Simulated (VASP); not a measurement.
# La2Sb with and without spin-orbit coupling, part 5 of 5

What does spin-orbit coupling change in La2Sb, and what does it cost? All runs use PBEsol. The start is a cell from a database of measured crystal structures.

VASP 6.6.1, plane waves and PAW; the level of theory is named at each step.

Still holding for the runs below: The k-mesh is coarse for a metal.

So far. Step 5 (Density of states (PBEsol)): Of the states within 0.3 eV of the Fermi level, the largest shares in the PAW spheres are La d 36 % and La f 5 %. The rest lies in smaller channels or between the spheres. Step 6 (Density of states (PBEsol + SOC)): The DOS at the Fermi level goes from 10.8 to 9.45 states/eV/cell, a number that is sensitive to the mesh. The run took 3.9 times the core time, with 66 spinor bands against 43.

## Step 7: Full relaxation (PBEsol)

This step: PBEsol; plane waves and PAW (La, Sb) (VASP 6.6.1).

Last, the cell itself: ISIF = 3 frees volume, shape and positions, first without the coupling.

The input, INCAR:

```
SYSTEM = La2Sb
PREC = Accurate
ENCUT = 400
EDIFF = 1E-06
NELM = 100
ISMEAR = -1
SIGMA = 0.05
LREAL = .FALSE.
ALGO = Normal
GGA = PS
NBANDS = 33
LASPH = .TRUE.
LORBIT = 11
LWAVE = .FALSE.
LCHARG = .FALSE.
KPAR = 4
IBRION = 2
NSW = 60
ISIF = 3
EDIFFG = -0.01
```

The input, POSCAR:

```
La2Sb
1.0
    0.0000000000     -4.6290000000      0.0000000000
   -4.6290000000      0.0000000000      0.0000000000
    2.3145000000     -2.3145000000     -9.0490000000
La Sb
4 2
Direct
    0.5000000000      0.0000000000      0.0000000000
    0.0000000000      0.5000000000      0.0000000000
    0.3203000000      0.6797000000      0.3594000000
    0.6797000000      0.3203000000      0.6406000000
    0.1377000000      0.8623000000      0.7246000000
    0.8623000000      0.1377000000      0.2754000000
```

The input, KPOINTS:

```
Automatic mesh
0
Gamma
6 6 6
0 0 0
```

PAW data sets: La and Sb (PBE family, release 64).

Run with:

```sh
$ mpirun -np 4 vasp_std
```

The log of the run:

```text
[... set-up lines as in an earlier step ...]
 entering main loop
       N       E                     dE             d eps       ncg     rms          rms(c)
DAV:   1     0.621286320263E+03    0.62129E+03   -0.15833E+04  1980   0.170E+03
DAV:   2     0.938851454338E+02   -0.52740E+03   -0.51896E+03  3220   0.408E+02
DAV:   3    -0.216019286368E+02   -0.11549E+03   -0.11447E+03  3468   0.271E+02
DAV:   4    -0.347941404219E+02   -0.13192E+02   -0.12996E+02  3594   0.961E+01
DAV:   5    -0.371723244155E+02   -0.23782E+01   -0.23334E+01  3920   0.389E+01    0.804E+00
DAV:   6    -0.368035342093E+02    0.36879E+00   -0.41306E+01  3768   0.285E+01    0.528E+00
DAV:   7    -0.360692060473E+02    0.73433E+00   -0.88732E+00  3923   0.195E+01    0.286E+00
DAV:   8    -0.361676255214E+02   -0.98419E-01   -0.22530E+00  3720   0.775E+00    0.139E+00
DAV:   9    -0.360761656338E+02    0.91460E-01   -0.93715E-01  3768   0.459E+00    0.431E-01
DAV:  10    -0.360772872486E+02   -0.11216E-02   -0.48796E-02  3432   0.136E+00    0.201E-01
DAV:  11    -0.360772829869E+02    0.42617E-05   -0.80598E-03  3744   0.596E-01    0.784E-02
DAV:  12    -0.360772403274E+02    0.42659E-04   -0.15313E-03  3952   0.254E-01    0.387E-02
DAV:  13    -0.360772693969E+02   -0.29069E-04   -0.32468E-04  3808   0.106E-01    0.229E-02
DAV:  14    -0.360772760428E+02   -0.66459E-05   -0.10094E-04  3552   0.447E-02    0.141E-02
DAV:  15    -0.360772774318E+02   -0.13890E-05   -0.28015E-05  3272   0.369E-02    0.942E-03
DAV:  16    -0.360772785628E+02   -0.11310E-05   -0.21364E-05  3256   0.250E-02    0.247E-03
DAV:  17    -0.360772786701E+02   -0.10726E-06   -0.42897E-06  2616   0.166E-02
   1 F= -.36077279E+02 E0= -.36042646E+02  d E =-.360773E+02
 curvature:   0.00 expect dE= 0.000E+00 dE for cont linesearch  0.000E+00
 trial: gam= 0.00000 g(F)=  0.816E-03 g(S)=  0.913E-01 ort = 0.000E+00 (trialstep = 0.100E+01)
 search vector abs. value=  0.921E-01
 bond charge predicted
       N       E                     dE             d eps       ncg     rms          rms(c)
DAV:   1    -0.366947884531E+02   -0.61751E+00   -0.19549E+01  2922   0.331E+01    0.370E+00
DAV:   2    -0.362634457312E+02    0.43134E+00   -0.19220E+00  3436   0.127E+01    0.188E+00
DAV:   3    -0.361374336868E+02    0.12601E+00   -0.72534E-01  3178   0.490E+00    0.965E-01
DAV:   4    -0.360975154552E+02    0.39918E-01   -0.30349E-01  3501   0.363E+00    0.336E-01
DAV:   5    -0.360966608107E+02    0.85464E-03   -0.33699E-02  3617   0.145E+00    0.166E-01
DAV:   6    -0.360972279346E+02   -0.56712E-03   -0.53437E-03  3856   0.454E-01    0.135E-01
DAV:   7    -0.360976918274E+02   -0.46389E-03   -0.13229E-03  3951   0.188E-01    0.101E-01
DAV:   8    -0.360980888835E+02   -0.39706E-03   -0.13627E-03  3904   0.187E-01    0.420E-02
DAV:   9    -0.360980953010E+02   -0.64175E-05   -0.38388E-04  3635   0.135E-01    0.142E-02
DAV:  10    -0.360980996524E+02   -0.43514E-05   -0.62741E-05  3935   0.521E-02    0.112E-02
DAV:  11    -0.360981081301E+02   -0.84777E-05   -0.63335E-05  3549   0.449E-02    0.337E-03
DAV:  12    -0.360981078754E+02    0.25469E-06   -0.68800E-06  2870   0.179E-02
   2 F= -.36098108E+02 E0= -.36064687E+02  d E =-.208292E-01
[... from here on, the cycles between the ionic steps are left out ...]
   3 F= -.36107578E+02 E0= -.36073683E+02  d E =-.302992E-01
   4 F= -.36108659E+02 E0= -.36074742E+02  d E =-.108103E-02
   5 F= -.36108721E+02 E0= -.36074796E+02  d E =-.114353E-02
   6 F= -.36108721E+02 E0= -.36074799E+02  d E =-.114319E-02
   7 F= -.36108698E+02 E0= -.36074778E+02  d E =-.112051E-02
   8 F= -.36108720E+02 E0= -.36074795E+02  d E =-.114195E-02
   9 F= -.36108746E+02 E0= -.36074797E+02  d E =-.261021E-04
 ZBRENT: can't locate minimum, use default step
 trial-energy change:   -0.000026  1 .order   -0.000026   -0.000029   -0.000022
 step:   3.9459(harm=  4.6126)  dis= 0.00308  next Energy=   -36.108787 (dE=-0.668E-04)
 bond charge predicted
       N       E                     dE             d eps       ncg     rms          rms(c)
DAV:   1    -0.361087450826E+02    0.14082E-05   -0.59935E-03  2243   0.391E-01    0.332E-02
DAV:   2    -0.361087837713E+02   -0.38689E-04   -0.90069E-04  3632   0.238E-01    0.153E-02
DAV:   3    -0.361087787895E+02    0.49818E-05   -0.95669E-05  3647   0.664E-02    0.113E-02
DAV:   4    -0.361087756429E+02    0.31467E-05   -0.14019E-05  3078   0.264E-02    0.554E-03
DAV:   5    -0.361087745253E+02    0.11175E-05   -0.41618E-06  2192   0.161E-02    0.162E-03
DAV:   6    -0.361087742241E+02    0.30127E-06   -0.84940E-07  1614   0.152E-02
  10 F= -.36108774E+02 E0= -.36074790E+02  d E =-.544394E-04
 curvature:  -2.20 expect dE=-0.203E-04 dE for cont linesearch -0.301E-06
 trial: gam= 0.34621 g(F)=  0.965E-06 g(S)=  0.829E-05 ort =-0.198E-05 (trialstep = 0.158E+01)
 search vector abs. value=  0.113E-04
 reached required accuracy - stopping structural energy minimisation
```

Run time: 3.4 min. Hardware: 4 MPI ranks of Intel Xeon Platinum 8559C (Emerald Rapids), shared host; peak memory 1.2 GiB; 14 min of CPU time.

From OUTCAR (step 7):

```text
   k-points           NKPTS =     30   k-points in BZ     NKDIM =     30   number of bands    NBANDS=     33

   NELECT =      54.0000    total number of electrons

 E-fermi :   8.4826

 k-point     1 :       0.0000    0.0000    0.0000
  band No.  band energies     occupation
    ...
     25       7.4165      2.00000
     26       7.5441      2.00000
     27       7.7669      2.00000
     28       8.1393      1.99792
     29       8.4320      1.46653
     30       9.1399      0.00000
     31       9.1399      0.00000
     32       9.8283      0.00000
     33      10.0740      0.00000

  Total       -0.0225975     -0.0225975      0.0030830      0.0000000      0.0000000      0.0000000
  in kB       -0.1924098     -0.1924098      0.0262508      0.0000000      0.0000000      0.0000000
  external PRESSURE =      -0.1195230 kB  Pullay stress =       0.0000000 kB

 POSITION                                       TOTAL-FORCE (eV/Angst)
 -----------------------------------------------------------------------------------
      0.00000     -2.28557     -0.00000        -0.000000      0.000000      0.000000
     -2.28557     -0.00000      0.00000         0.000000      0.000000      0.000000
     -2.28557     -2.28557     -3.23316         0.000000     -0.000000     -0.002879
     -0.00000     -4.57113     -5.77207        -0.000000      0.000000      0.002879
     -2.28557     -2.28557     -6.53186        -0.000000      0.000000      0.001309
     -0.00000     -4.57113     -2.47337         0.000000     -0.000000     -0.001309
 -----------------------------------------------------------------------------------
    total drift:                                0.000000      0.000000     -0.000000

  FREE ENERGIE OF THE ION-ELECTRON SYSTEM (eV)
  ---------------------------------------------------
  free  energy   TOTEN  =       -36.1087742241 eV

  energy  without entropy=      -36.0408053808  energy(sigma->0) =      -36.07478980

 reached required accuracy - stopping structural energy minimisation

[... 6 parts as in an earlier step ...]

[... 10 further parts left out ...]
```

The run keeps the 16 symmetry operations of its start, so it cannot find a distortion of lower symmetry.

Step by step:

```tsv
step	energy less that of the first step (eV)	largest force (eV/Å)	pressure (GPa)	volume (Å³)
1	0.0000	0.0714	-1.60	193.90
2	-0.0208	0.0124	1.02	184.99
3	-0.0303	0.0356	0.02	188.10
4	-0.0314	0.0194	0.01	188.09
5	-0.0314	0.0159	0.00	188.09
6	-0.0314	0.0162	0.00	188.09
7	-0.0314	0.0176	0.01	188.09
8	-0.0314	0.0166	0.00	188.09
9	-0.0315	0.0124	0.02	188.11
10	-0.0315	0.0029	-0.01	188.17
```

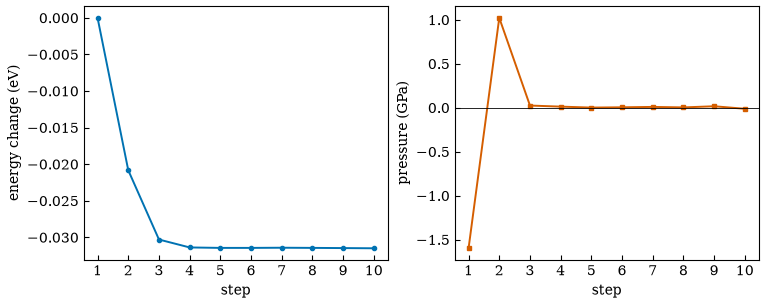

Energy and pressure along the relaxation.

```tsv
conventional cell, symmetrised	before	after	change
a (Å)	4.629	4.571	-1.3 %
b (Å)	4.629	4.571	-1.3 %
c (Å)	18.098	18.010	-0.5 %
volume (Å³/atom)	32.32	31.36	-3.0 %
```

Final coordinates:

```xyz
6
Lattice="0.0000 -4.5711 0.0000 -4.5711 0.0000 0.0000 2.2856 -2.2856 -9.0052" Properties=species:S:1:pos:R:3 pbc="T T T"
La    0.0000   -2.2856    0.0000
La   -2.2856    0.0000    0.0000
La   -2.2856   -2.2856   -3.2332
La    0.0000   -4.5711   -5.7721
Sb   -2.2856   -2.2856   -6.5319
Sb    0.0000   -4.5711   -2.4734
```

This step gave:

| Property | Result |
| --- | --- |
| bands | 33 |
| free energy (TOTEN) | -36.11 eV |
| energy at zero smearing | -36.07 eV |
| Fermi energy | 8.483 eV |
| pressure | -0.01195 GPa |
| SCF cycles over all ionic steps | 75 |

It ends with a largest force of 0.003 eV/Å and a pressure of -0.01 GPa.

## Step 8: Relaxing cell and atoms (PBEsol + SOC)

This step: PBEsol, spin-orbit coupling; plane waves and PAW (La, Sb) (VASP 6.6.1).

The same relaxation with spinors and spin-orbit coupling.

INCAR, as its differences from that of step 7:

```diff
@@ -10,4 +10,9 @@
 GGA = PS
-NBANDS = 33
+LNONCOLLINEAR = .TRUE.
+MAGMOM = 0 0 0 0 0 0 0 0 0 0 0 0 0 0 0 0 0 0
+NBANDS = 66
+GGA_COMPAT = .FALSE.
 LASPH = .TRUE.
+LSORBIT = .TRUE.
+LMAXMIX = 6
 LORBIT = 11
```

POSCAR is that of step 7.

KPOINTS is that of step 7.

Run with:

```sh
$ mpirun -np 4 vasp_ncl
```

The log of the run:

```text
[... set-up lines as in an earlier step ...]
 entering main loop
       N       E                     dE             d eps       ncg     rms          rms(c)
[... 20 cycles as in an earlier step ...]
   1 F= -.37393303E+02 E0= -.37359127E+02  d E =-.373933E+02  mag=    -0.0000    -0.0000     0.0000
 curvature:   0.00 expect dE= 0.000E+00 dE for cont linesearch  0.000E+00
 trial: gam= 0.00000 g(F)=  0.797E-03 g(S)=  0.949E-01 ort = 0.000E+00 (trialstep = 0.100E+01)
 search vector abs. value=  0.957E-01
 bond charge predicted
       N       E                     dE             d eps       ncg     rms          rms(c)
DAV:   1    -0.379919015986E+02   -0.59860E+00   -0.19827E+01  5492   0.339E+01    0.367E+00
DAV:   2    -0.375928559484E+02    0.39905E+00   -0.19799E+00  6762   0.141E+01    0.196E+00
DAV:   3    -0.374546938643E+02    0.13816E+00   -0.62543E-01  6174   0.574E+00    0.986E-01
DAV:   4    -0.374156694016E+02    0.39024E-01   -0.31261E-01  6496   0.409E+00    0.379E-01
DAV:   5    -0.374139560190E+02    0.17134E-02   -0.37507E-02  6842   0.183E+00    0.176E-01
DAV:   6    -0.374142468452E+02   -0.29083E-03   -0.78711E-03  7152   0.570E-01    0.121E-01
DAV:   7    -0.374146240040E+02   -0.37716E-03   -0.15619E-03  7896   0.294E-01    0.996E-02
DAV:   8    -0.374149175532E+02   -0.29355E-03   -0.72741E-04  7680   0.164E-01    0.729E-02
DAV:   9    -0.374150424142E+02   -0.12486E-03   -0.68873E-04  7544   0.173E-01    0.249E-02
DAV:  10    -0.374150446770E+02   -0.22628E-05   -0.14179E-04  7528   0.951E-02    0.164E-02
DAV:  11    -0.374150551654E+02   -0.10488E-04   -0.88306E-05  7096   0.710E-02    0.450E-03
DAV:  12    -0.374150575060E+02   -0.23406E-05   -0.22055E-05  5872   0.341E-02    0.294E-03
DAV:  13    -0.374150580643E+02   -0.55827E-06   -0.57877E-06  4544   0.213E-02
   2 F= -.37415058E+02 E0= -.37382024E+02  d E =-.217552E-01  mag=     0.0000     0.0000    -0.0000
[...]
3 F= -.37424848E+02 E0= -.37391374E+02  d E =-.315452E-01  mag=    -0.0000    -0.0000    -0.0000
[...]
4 F= -.37425967E+02 E0= -.37392468E+02  d E =-.111901E-02  mag=    -0.0000    -0.0000    -0.0000
[...]
5 F= -.37426028E+02 E0= -.37392521E+02  d E =-.118036E-02  mag=    -0.0000    -0.0000    -0.0000
[...]
6 F= -.37426029E+02 E0= -.37392519E+02  d E =-.118121E-02  mag=    -0.0000    -0.0000    -0.0000
[...]
7 F= -.37426028E+02 E0= -.37392518E+02  d E =-.118026E-02  mag=    -0.0000    -0.0000    -0.0000
[...]
8 F= -.37426052E+02 E0= -.37392526E+02  d E =-.234958E-04  mag=    -0.0000    -0.0000    -0.0000
 ZBRENT: can't locate minimum, use default step
 trial-energy change:   -0.000023  1 .order   -0.000024   -0.000027   -0.000021
 step:   4.0095(harm=  4.6348)  dis= 0.00299  next Energy=   -37.426090 (dE=-0.619E-04)
 bond charge predicted
       N       E                     dE             d eps       ncg     rms          rms(c)
DAV:   1    -0.374260460300E+02    0.62691E-05   -0.75320E-03  5242   0.493E-01    0.351E-02
DAV:   2    -0.374260859799E+02   -0.39950E-04   -0.95405E-04  7296   0.271E-01    0.165E-02
DAV:   3    -0.374260798702E+02    0.61097E-05   -0.10327E-04  7190   0.800E-02    0.116E-02
DAV:   4    -0.374260767777E+02    0.30925E-05   -0.17210E-05  6766   0.343E-02    0.520E-03
DAV:   5    -0.374260758307E+02    0.94702E-06   -0.30906E-06  5016   0.146E-02
   9 F= -.37426076E+02 E0= -.37392501E+02  d E =-.475002E-04  mag=    -0.0000    -0.0000    -0.0000
 curvature:  -2.37 expect dE=-0.302E-04 dE for cont linesearch -0.115E-05
 trial: gam= 0.42230 g(F)=  0.306E-05 g(S)=  0.973E-05 ort =-0.370E-05 (trialstep = 0.160E+01)
 search vector abs. value=  0.147E-04
 reached required accuracy - stopping structural energy minimisation
```

It took 15 min on 4 MPI ranks; peak memory 3 GiB; 58 min of CPU time.

Parts of OUTCAR (step 8):

```text
   NELECT =      54.0000    total number of electrons

 E-fermi :   8.4850

 k-point     1 :       0.0000    0.0000    0.0000
  band No.  band energies     occupation
    ...
     54       7.7688      1.00000
     55       8.1365      0.99906
     56       8.1365      0.99906
     57       8.4339      0.73545
     58       8.4339      0.73545
     59       9.0882      0.00001
     60       9.0882      0.00001
     61       9.1980      0.00000
     62       9.1980      0.00000
     63       9.8319      0.00000
    ...

  Total       -0.0129129     -0.0129129     -0.0295996      0.0000000      0.0000000      0.0000000
  in kB       -0.1100156     -0.1100156     -0.2521842      0.0000000      0.0000000      0.0000000
  external PRESSURE =      -0.1574051 kB  Pullay stress =       0.0000000 kB

 POSITION                                       TOTAL-FORCE (eV/Angst)
 -----------------------------------------------------------------------------------
     -0.00000     -2.28455     -0.00000         0.000000      0.000000      0.000000
     -2.28455     -0.00000     -0.00000         0.000000      0.000000      0.000000
     -2.28455     -2.28455     -3.23417         0.000000     -0.000000     -0.004754
     -0.00000     -4.56911     -5.77358        -0.000000      0.000000      0.004754
     -2.28455     -2.28455     -6.53344         0.000000     -0.000000      0.003012
     -0.00000     -4.56911     -2.47431        -0.000000      0.000000     -0.003012
 -----------------------------------------------------------------------------------
    total drift:                               -0.000000     -0.000000     -0.000000

  FREE ENERGIE OF THE ION-ELECTRON SYSTEM (eV)
  ---------------------------------------------------
  free  energy   TOTEN  =       -37.4260758307 eV

  energy  without entropy=      -37.3589271436  energy(sigma->0) =      -37.39250149

 Spin-Orbit-Coupling matrix elements
 Ion:    1  E_soc:     -0.6028548
 Ion:    2  E_soc:     -0.6028548
 Ion:    3  E_soc:     -0.5984403
 Ion:    4  E_soc:     -0.5984403
 Ion:    5  E_soc:     -0.1246895
 Ion:    6  E_soc:     -0.1246895

 magnetization (x)
# of ion       s       p       d       f       tot
--------------------------------------------------
    1        0.000  -0.000  -0.000   0.000  -0.000
    2       -0.000   0.000  -0.000   0.000  -0.000
    3       -0.000   0.000   0.000  -0.000  -0.000
    4       -0.000   0.000  -0.000  -0.000  -0.000
    5        0.000  -0.000   0.000   0.000  -0.000
    6        0.000  -0.000   0.000   0.000  -0.000
--------------------------------------------------
tot         -0.000  -0.000  -0.000  -0.000  -0.000

 magnetization (y)
# of ion       s       p       d       f       tot
--------------------------------------------------
    1       -0.000  -0.000  -0.000  -0.000  -0.000
    2        0.000   0.000   0.000   0.000   0.000
    3        0.000   0.000   0.000  -0.000  -0.000
    4       -0.000   0.000   0.000   0.000   0.000
    5       -0.000  -0.000   0.000   0.000  -0.000
    6       -0.000  -0.000   0.000   0.000  -0.000
--------------------------------------------------
tot         -0.000  -0.000   0.000  -0.000   0.000

 magnetization (z)
# of ion       s       p       d       f       tot
--------------------------------------------------
    1        0.000   0.000   0.000  -0.000  -0.000
    2        0.000  -0.000   0.000  -0.000  -0.000
    3        0.000   0.000   0.000   0.000   0.000
    4        0.000   0.000   0.000   0.000   0.000
    5        0.000   0.000   0.000   0.000   0.000
    6        0.000   0.000   0.000   0.000   0.000
--------------------------------------------------
tot          0.000   0.000   0.000  -0.000  -0.000

[... 8 parts as in an earlier step ...]

[... 10 further parts left out ...]
```

CONTCAR:

```
La2Sb
   1.00000000000000
     0.0000000000000000   -4.5691074648714265    0.0000000000000000
    -4.5691074648714265    0.0000000000000000    0.0000000000000000
     2.2845537324357132   -2.2845537324357132   -9.0077480431460728
  La              Sb
     4     2
Direct
     0.5000000000000000    0.0000000000000000    0.0000000000000000
     0.0000000000000000    0.5000000000000000    0.0000000000000000
     0.3204785493819995    0.6795214506180006    0.3590429012360081
     0.6795214506180006    0.3204785493819995    0.6409570987639919
     0.1373435791574238    0.8626564208425761    0.7253128416851593
     0.8626564208425761    0.1373435791574238    0.2746871583148406
```

Relaxation path:

```tsv
step	energy less that of the first step (eV)	largest force (eV/Å)	pressure (GPa)	volume (Å³)
1	0.0000	0.0722	-1.63	193.90
2	-0.0218	0.0114	1.04	184.82
3	-0.0315	0.0356	0.03	187.98
4	-0.0327	0.0174	0.01	187.98
5	-0.0327	0.0146	0.00	187.97
6	-0.0327	0.0144	0.00	187.97
7	-0.0327	0.0141	0.00	187.97
8	-0.0327	0.0100	0.01	187.99
9	-0.0328	0.0048	-0.02	188.05
```

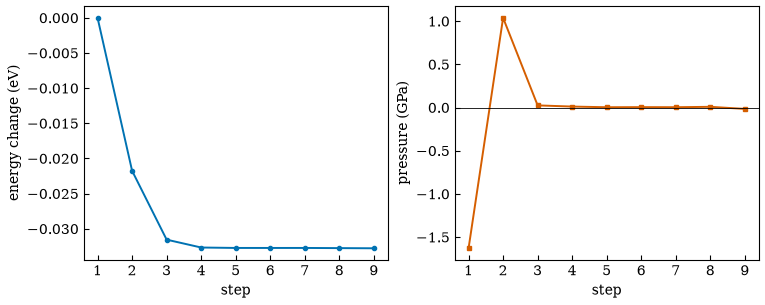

Energy and pressure along the relaxation.

```tsv
conventional cell, symmetrised	before	after	change
a (Å)	4.629	4.569	-1.3 %
b (Å)	4.629	4.569	-1.3 %
c (Å)	18.098	18.015	-0.5 %
volume (Å³/atom)	32.32	31.34	-3.0 %
```

Final coordinates:

```xyz
6
Lattice="0.0000 -4.5691 0.0000 -4.5691 0.0000 0.0000 2.2846 -2.2846 -9.0077" Properties=species:S:1:pos:R:3 pbc="T T T"
La    0.0000   -2.2846    0.0000
La   -2.2846    0.0000    0.0000
La   -2.2846   -2.2846   -3.2342
La    0.0000   -4.5691   -5.7736
Sb   -2.2846   -2.2846   -6.5334
Sb    0.0000   -4.5691   -2.4743
```

This step gave:

| Quantity | Value |
| --- | --- |
| bands | 66 |
| free energy (TOTEN) | -37.43 eV |
| energy at zero smearing | -37.39 eV |
| Fermi energy | 8.485 eV |
| pressure | -0.01574 GPa |

On-site spin-orbit energy by atom:

```tsv
atom	on-site spin-orbit energy (eV)
La1	-0.603
La2	-0.603
La3	-0.598
La4	-0.598
Sb5	-0.125
Sb6	-0.125
```

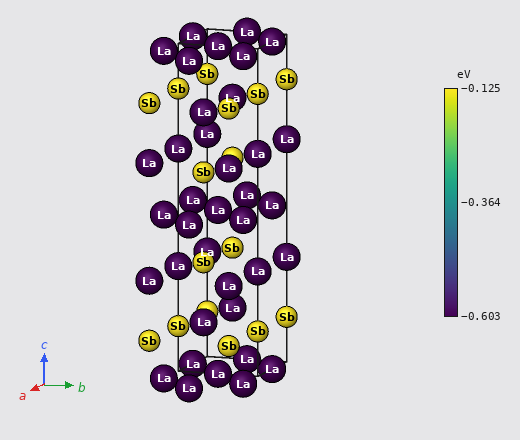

Atoms coloured by on-site spin-orbit energy. 2×1×1 conventional cells are drawn. Some periodic images of atoms are drawn too.

The cell ends at 31.34 Å³/atom, -0.1 % from the run without the coupling. The run took 4.4 times the core time, with 66 spinor bands against 33.

## Step 9: Side by side

| quantity | without | with spin-orbit coupling |
| --- | --- | --- |
| gap (eV) | none | none |
| core minutes, bands | 23 | 95 |
| DOS at the Fermi level (states/eV/cell) | 10.8 | 9.45 |
| core minutes, DOS | 4.3 | 17 |
| relaxed volume (Å³/atom) | 31.36 | 31.34 |
| core minutes, relaxation | 14 | 59 |

## Step 10: What came out

```
gap (eV), without → with                                : none → none
DOS at the Fermi level (states/eV/cell), without → with : 10.8 → 9.45
relaxed volume (Å³/atom), without → with                : 31.36 → 31.34
```

In words: La2Sb has no gap with or without spin-orbit coupling. The relaxed volume moves by -0.1 %. The spinor runs cost 3.9 to 4.4 times as much, on a shared host. The k-sampling is coarse for a metal, so the Fermi level, pressures and the shape of the cell carry errors.

[Lines on the potential files, build, host, timing and source positions are cut from VASP's logs without a mark.]

[Logs are printed without paths, hosts, clocks, repeated set-up lines and the standing remarks that a program may print on its own settings, such as how far it seeks lower states.]

[Hosts, paths, dates, database ids (printed as entryN), source tags and the programs' standing remarks are cut or masked in the printed files.]

[A measured line is paired with the nearest computed mode of its activity, which favours agreement.]
